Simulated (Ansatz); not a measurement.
# Zr, response to strain

The parent structure is Zr in the hcp (Mg type) structure (space group P6_3/mmc, No. 194; a = 3.2443 Å, c = 5.1580 Å; relaxed with 0.1 eV smearing). Axes: x lies along a and z along c of the hexagonal cell.

Strains are applied to the cell and any free atomic positions relax; under biaxial strain the out-of-plane vector relaxes too.

Level of theory: Ansatz (a quantum-chemistry and plane-wave program) r2SCAN, without spin-orbit coupling.

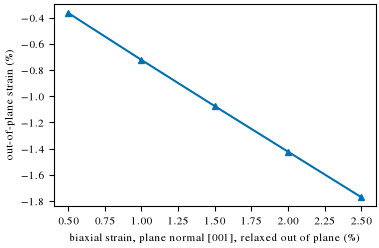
Out-of-plane strain against biaxial strain, plane normal [001], relaxed out of plane

```json
[
 {"biaxial strain, plane normal [001], relaxed out of plane (%)": "0.5", "out-of-plane strain": "-0.36 %"},
 {"biaxial strain, plane normal [001], relaxed out of plane (%)": "1", "out-of-plane strain": "-0.72 %"},
 {"biaxial strain, plane normal [001], relaxed out of plane (%)": "1.5", "out-of-plane strain": "-1.08 %"},
 {"biaxial strain, plane normal [001], relaxed out of plane (%)": "2", "out-of-plane strain": "-1.42 %"},
 {"biaxial strain, plane normal [001], relaxed out of plane (%)": "2.5", "out-of-plane strain": "-1.77 %"}
]
```

No phonon test of stability was made. All final runs are without spin polarisation.
